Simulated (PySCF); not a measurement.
# CH8B2GaN: electronic excitations and core binding energies

Aim: predict the electronic excitations and core binding energies of CH8B2GaN (`B[N]([GaH2])BC`).

The runs use PySCF 2.14.0, with density-fitted response routines of our own; the level of theory stands in each step. All values are computed, except where a source is named. Atoms are numbered from 0 throughout.

## Step 1: The molecule as given

13 atoms, charge 0, multiplicity 1; geometry from: GFN2-xTB.

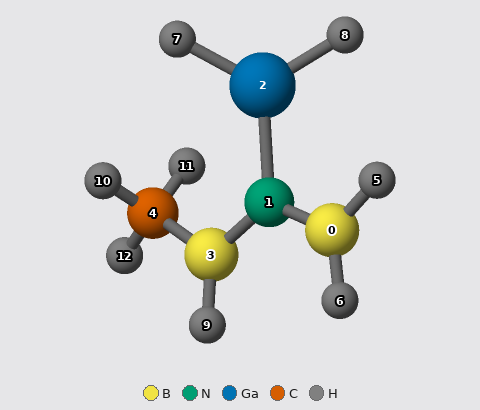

As it starts; boron yellow, nitrogen teal, gallium blue, carbon orange, hydrogen grey, atoms numbered; sticks join atoms by distance.

## Step 2: Excited states and response: CAM-B3LYP/def2-SVPD

What the job is given:

```
{"job": {"kind": "uv", "xc": "CAM-B3LYP", "basis": "def2-SVPD", "nstates": 8, "ntriplets": 3}, "charge": 0, "multiplicity": 1}
B      1.062591    -1.000555     1.568751
N      0.379601    -0.318680     0.532189
Ga     1.468754     0.400355    -0.869641
B     -1.030216    -0.119559     0.492031
C     -1.624014     0.508821    -0.836053
H      2.238200    -1.110209     1.476264
H      0.479899    -1.449949     2.480145
H      1.175884     1.805730    -1.514875
H      2.786174    -0.373105    -1.231104
H     -1.702648    -0.398422     1.411743
H     -1.455800     1.590480    -0.824987
H     -1.093489     0.118152    -1.718734
H     -2.689322     0.347427    -0.983458
```

Method: TDDFT CAM-B3LYP/def2-SVPD, vertical, gas phase, core orbitals frozen in the response.

Started as:

```console
$ OMP_NUM_THREADS=1 python probes_run.py task.json out
```

The driver reads the jobs from task.json and runs them one after another.

Output:

```text
coarse grid: 47856 points
cycle   1  E = -2071.8797118601  dE = -2.386e-01  |g| = 6.461e-01  |ddm| = 5.825e+00
cycle   2  E = -2071.8593030940  dE =  2.041e-02  |g| = 7.749e-01  |ddm| = 2.306e+00
cycle   3  E = -2071.9544539850  dE = -9.515e-02  |g| = 6.840e-02  |ddm| = 1.341e+00
cycle   4  E = -2071.9553124005  dE = -8.584e-04  |g| = 4.264e-02  |ddm| = 2.141e-01
cycle   5  E = -2071.9556673667  dE = -3.550e-04  |g| = 6.559e-03  |ddm| = 5.457e-02
cycle   6  E = -2071.9556764230  dE = -9.056e-06  |g| = 1.632e-03  |ddm| = 1.373e-02
final grid: 100888 points
cycle   7  E = -2071.9556617228  dE = -1.584e-07  |g| = 1.707e-03  |ddm| = 6.036e-03
cycle   8  E = -2071.9556615848  dE =  1.380e-07  |g| = 1.985e-03  |ddm| = 5.123e-03
cycle   9  E = -2071.9556622531  dE = -6.683e-07  |g| = 1.692e-04  |ddm| = 2.601e-03
cycle  10  E = -2071.9556622597  dE = -6.620e-09  |g| = 3.019e-05  |ddm| = 2.212e-04
cycle  11  E = -2071.9556622600  dE = -2.738e-10  |g| = 1.584e-05  |ddm| = 7.052e-05
converged SCF energy = -2071.9556622600

Static polarisability (au): isotropic 76.161, principal 57.139 84.685 86.660

Singlet excitations
state   eV       nm        f      main configurations
  1   5.3656    231.1   0.00137   H-1->L 0.86
  2   5.5204    224.6   0.01427   H->L 0.79, H->L+1 0.10
  3   5.8844    210.7   0.00432   H->L+1 0.77, H->L 0.08
  4   6.3247    196.0   0.00653   H-2->L+1 0.42, H-2->L 0.26, H-1->L+1 0.14
  5   6.6177    187.4   0.02588   H-3->L 0.69, H-2->L 0.12, H-2->L+1 0.09
  6   6.7238    184.4   0.02646   H-2->L 0.46, H-1->L+1 0.21, H-3->L 0.19
  7   7.1281    173.9   0.09862   H-1->L+1 0.43, H-3->L+1 0.19, H-2->L+1 0.18
  8   7.5811    163.5   0.01024   H->L+4 0.41, H-4->L+1 0.18, H->L+5 0.09

Triplet excitations (Tamm-Dancoff, eV): 4.9077 5.2473 5.4779
```

Run time: 36 s. Hardware: 1 thread of Arm Neoverse V2, shared host; peak memory 0.83 GiB.

The orbitals next to the gap, with their largest atomic shares:

```tsv
orbital	eV	atoms
HOMO−3	-10.83	N1 43 %, Ga2 12 %, B0 12 %
HOMO−2	-10.38	B0 20 %, C4 17 %, B3 16 %
HOMO−1	-9.83	Ga2 29 %, H8 20 %, H7 16 %
HOMO	-9.64	N1 27 %, Ga2 12 %, B3 12 %
LUMO	-0.81	Ga2 55 %, H8 9 %, H7 8 %
LUMO+1	0.12	B0 36 %, B3 19 %, N1 13 %
LUMO+2	0.83	Ga2 61 %, H7 8 %, B3 8 %
```

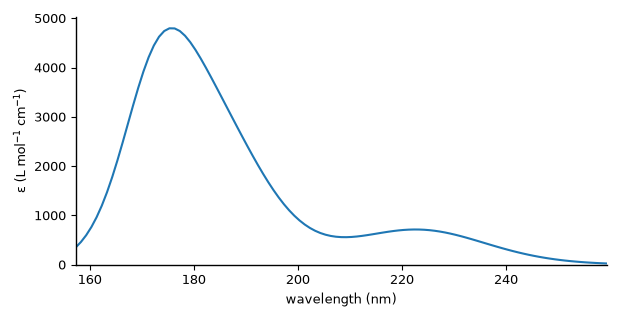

Absorption spectrum: each of the 8 states is a Gaussian band of 0.4 eV half-width at 1/e. Beyond the last state computed it falls off for lack of states.

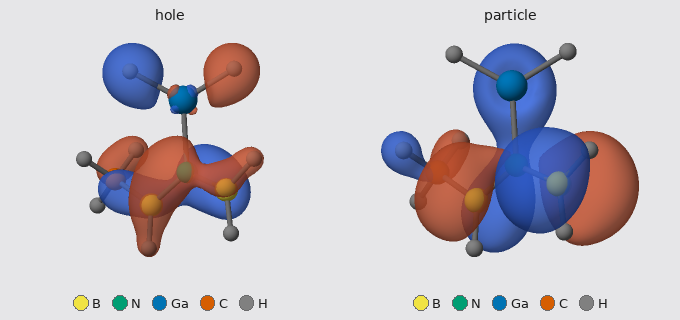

Leading natural transition orbitals of singlet state 7: the electron leaves the hole (left) for the particle orbital (right).

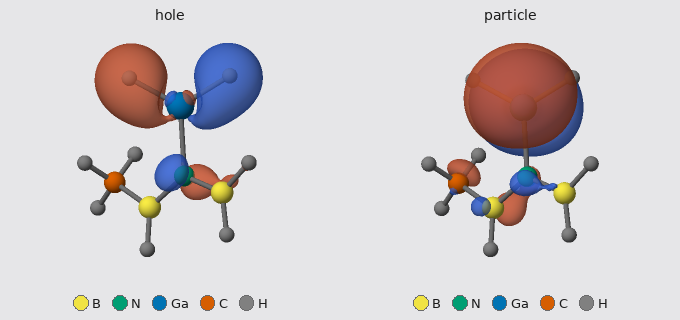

Leading natural transition orbitals of singlet state 1: the electron leaves the hole (left) for the particle orbital (right).

Ground-state properties from the same run:

```tsv
property	computed
dipole moment (D)	1.43
polarisability (Å³)	11.29
HOMO–LUMO gap (eV)	8.83
−ε(HOMO) (eV)	9.64
```

Orbitals, density, ELF and potential are computed afterwards from the orbital file.

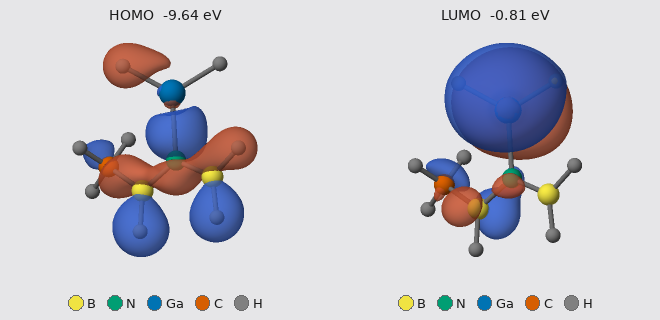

Frontier orbitals at CAM-B3LYP/def2-SVPD; each surface holds 70 % of the orbital's density, blue and red mark the sign.

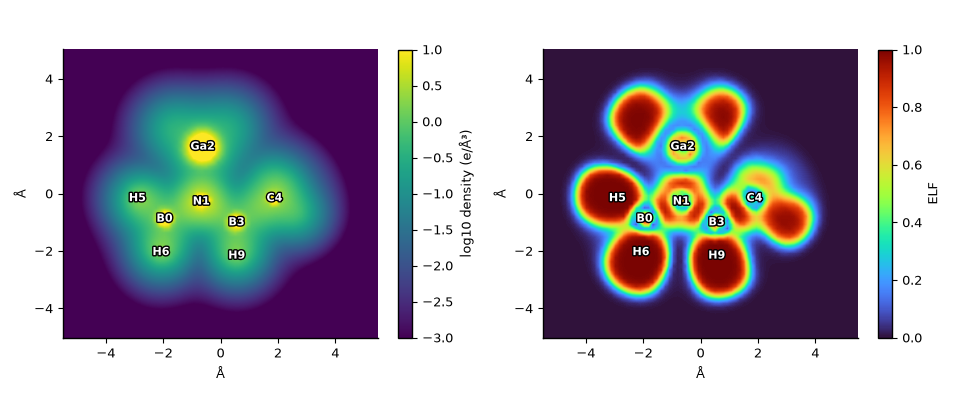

Density (left) and ELF (right) in a plane through or near 8 of the atoms.

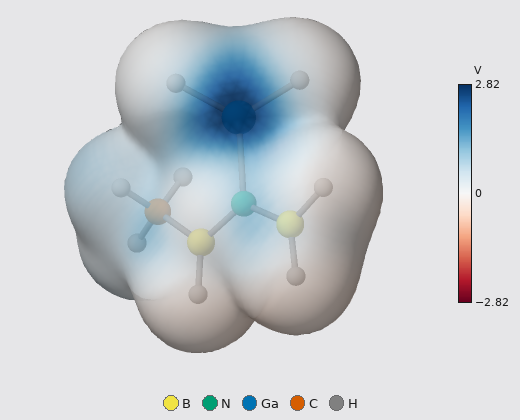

The potential that a unit positive charge feels on the 0.002 e/bohr³ surface, from -0.43 to 2.82 V.

## Step 3: X-ray photoelectron lines: SCAN, X2C

Settings changed since step 2:

```diff
@@ -1,2 +1,2 @@
-{"job": {"kind": "uv", "xc": "CAM-B3LYP", "basis": "def2-SVPD", "nstates": 8, "ntriplets": 3}, "charge": 0, "multiplicity": 1}
+{"job": {"kind": "xps"}, "charge": 0, "multiplicity": 1}
 B      1.062591    -1.000555     1.568751
```

Level: delta-SCF UKS SCAN, pcX-2 on the ionised atom, pcseg-1 elsewhere, spin-free X2C.

Output:

```text
ground state, core basis on atom 0 (B), 154 functions
  cycle   1  E = -2086.98647622  |g| = 5.85e-01
  cycle   2  E = -2086.81590021  |g| = 9.82e-01
  cycle   3  E = -2087.06591077  |g| = 2.09e-01
  cycle   4  E = -2087.07689869  |g| = 3.64e-02
  cycle   5  E = -2087.07727321  |g| = 9.26e-03
  cycle   6  E = -2087.07729393  |g| = 4.13e-03
  cycle   7  E = -2087.07729986  |g| = 1.06e-03
  cycle   8  E = -2087.07729910  |g| = 2.79e-04
  E(ground) = -2087.34203402 Eh
hole in B 1s of atom 0
  cycle   1  E = -2079.47517200  |g| = 1.16e+00
  cycle   2  E = -2077.56750435  |g| = 1.83e+00
  cycle   3  E = -2079.67961361  |g| = 5.38e-01
  cycle   4  E = -2079.84653299  |g| = 3.03e-01
  cycle   5  E = -2079.85787864  |g| = 2.52e-01
  cycle   6  E = -2079.88977251  |g| = 3.61e-02
  cycle   7  E = -2079.89065300  |g| = 1.37e-02
  cycle   8  E = -2079.89086707  |g| = 8.25e-03
  cycle   9  E = -2079.89097502  |g| = 6.33e-03
  cycle  10  E = -2079.89105177  |g| = 5.06e-03
  cycle  11  E = -2079.89115158  |g| = 3.17e-03
  cycle  12  E = -2079.89117647  |g| = 1.45e-03
  cycle  13  E = -2079.89118005  |g| = 5.22e-04
  cycle  14  E = -2079.89118056  |g| = 2.77e-04
  E(ion) = -2080.15593636 Eh   <S^2> = 0.8691   hole on atom = 1.000   binding energy = 195.544 eV
ground state, core basis on atom 1 (N), 154 functions
  cycle   1  E = -2087.09699893  |g| = 7.20e-02
  cycle   2  E = -2087.09697137  |g| = 1.65e-02
  cycle   3  E = -2087.09682503  |g| = 3.02e-02
  cycle   4  E = -2087.09703910  |g| = 3.28e-03
  cycle   5  E = -2087.09704177  |g| = 4.36e-04
  E(ground) = -2087.35877789 Eh
hole in N 1s of atom 1
  cycle   1  E = -2071.51812758  |g| = 1.87e+00
  cycle   2  E = -2070.69214252  |g| = 2.18e+00
  cycle   3  E = -2072.18420495  |g| = 4.20e-01
  cycle   4  E = -2072.24273083  |g| = 1.24e-01
  cycle   5  E = -2072.24928711  |g| = 3.92e-02
  cycle   6  E = -2072.25007461  |g| = 9.62e-03
  cycle   7  E = -2072.25012043  |g| = 3.20e-03
  cycle   8  E = -2072.25012621  |g| = 1.08e-03
  cycle   9  E = -2072.25012731  |g| = 2.75e-04
  E(ion) = -2072.51023716 Eh   <S^2> = 0.7685   hole on atom = 1.000   binding energy = 404.049 eV
ground state, core basis on atom 3 (B), 154 functions
  cycle   1  E = -2087.07696409  |g| = 5.32e-02
  cycle   2  E = -2087.07671377  |g| = 4.53e-02
  cycle   3  E = -2087.07703664  |g| = 2.59e-02
  cycle   4  E = -2087.07717872  |g| = 8.43e-03
  cycle   5  E = -2087.07719934  |g| = 8.22e-04
  cycle   6  E = -2087.07719723  |g| = 1.67e-04
  E(ground) = -2087.34251219 Eh
hole in B 1s of atom 3
  cycle   1  E = -2079.46885824  |g| = 1.17e+00
  cycle   2  E = -2077.41401703  |g| = 1.96e+00
  cycle   3  E = -2079.70055205  |g| = 5.06e-01
  cycle   4  E = -2079.85156869  |g| = 2.69e-01
  cycle   5  E = -2079.85698228  |g| = 2.33e-01
  cycle   6  E = -2079.88417409  |g| = 3.32e-02
  cycle   7  E = -2079.88486033  |g| = 1.10e-02
  cycle   8  E = -2079.88496333  |g| = 5.38e-03
  cycle   9  E = -2079.88499063  |g| = 3.06e-03
  cycle  10  E = -2079.88500205  |g| = 1.74e-03
  cycle  11  E = -2079.88500826  |g| = 6.00e-04
  cycle  12  E = -2079.88500871  |g| = 1.73e-04
  E(ion) = -2080.15063929 Eh   <S^2> = 0.8047   hole on atom = 1.000   binding energy = 195.701 eV
ground state, core basis on atom 4 (C), 154 functions
  cycle   1  E = -2087.08237502  |g| = 5.66e-02
  cycle   2  E = -2087.08233445  |g| = 1.82e-02
  cycle   3  E = -2087.08229625  |g| = 2.20e-02
  cycle   4  E = -2087.08241467  |g| = 3.90e-03
  cycle   5  E = -2087.08241918  |g| = 2.00e-04
  E(ground) = -2087.34645330 Eh
hole in C 1s of atom 4
  cycle   1  E = -2075.86058548  |g| = 1.50e+00
  cycle   2  E = -2075.35024334  |g| = 1.69e+00
  cycle   3  E = -2076.37464589  |g| = 3.31e-01
  cycle   4  E = -2076.39127872  |g| = 2.45e-01
  cycle   5  E = -2076.42045075  |g| = 5.20e-02
  cycle   6  E = -2076.42153268  |g| = 1.35e-02
  cycle   7  E = -2076.42161789  |g| = 6.08e-03
  cycle   8  E = -2076.42164201  |g| = 1.19e-03
  cycle   9  E = -2076.42164308  |g| = 5.80e-04
  cycle  10  E = -2076.42164222  |g| = 2.09e-04
  E(ion) = -2076.68466354 Eh   <S^2> = 0.7658   hole on atom = 1.000   binding energy = 290.122 eV
```

It took 46 s on 1 thread of Arm Neoverse V2, shared host; peak memory 0.63 GiB.

The holes in one table. −ε is the ground-state orbital energy:

```tsv
hole	stands for	environment	ΔSCF (eV)	−ε (eV)	⟨S²⟩
B1s on B0	B0	boron bonded to N, 2 H	195.54 (doubtful)	179.9	0.869
N1s on N1	N1	nitrogen bonded to 2 B, Ga	404.05	385.8	0.769
B1s on B3	B3	boron bonded to C, N, H	195.70	180.1	0.805
C1s on C4	C4	methyl carbon bonded to B	290.12	273.0	0.766
```

Doubtful: the ion did not converge, its hole moved, or its ⟨S²⟩ is well above 0.75.

## Step 4: Outcome

```
                                                    quantity                        value
                        lowest singlet (CAM-B3LYP/def2-SVPD)  5.37 eV (231 nm), f = 0.001
                    brightest single state of those computed  state 7, 7.13 eV, f = 0.099
                                              lowest triplet                      4.91 eV
                       surface potential, least and greatest           -0.43 V and 2.82 V
                            N1s binding energies, SCAN/pcX-2                 N1 404.05 eV
B1s binding energies, SCAN/pcX-2 (standing for 1 of 2 atoms)                 B3 195.70 eV
                            C1s binding energies, SCAN/pcX-2                 C4 290.12 eV
```

**Reading.** The lowest singlet, at 5.37 eV, is HOMO−1→LUMO 0.86 and is weak; of the 8 states computed, the strongest absorption comes from state 7 at 7.13 eV. The lowest triplet lies 0.46 eV below the lowest singlet (triplets in Tamm-Dancoff, singlets in full TDDFT). By nearest atom (CAM-B3LYP/def2-SVPD), the HOMO sits on N1 26 %; H6, H9 about 14 % each and the LUMO on Ga2 41 %; H7, H8 about 16 % each.
